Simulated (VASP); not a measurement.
Band structure of FeRuO$_{3}$ (space group Pm-3m). All values below come from PBEsol GGA, VASP's PBE PAW potentials (set 64) (plane waves; VASP).

The moments were started parallel, and other spin orders were not tried in this run.

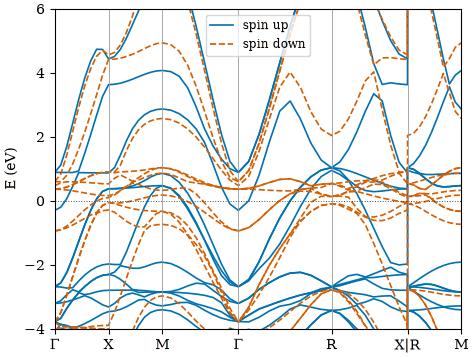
Bands along high-symmetry lines, zero at the valence-band maximum or, without a gap, the Fermi level

Task: Read the plot: is there a gap, and where are the band edges?

Result: It has no gap at this level: it comes out as a metal or semimetal.

The structure was generated: FeRuO3 was put into an ordered model structure, which need not be its known phase. The cell was not relaxed at this level. The k-mesh is coarse (spacing up to 0.35 per Å, 2π included), so the numbers may not be converged in it.
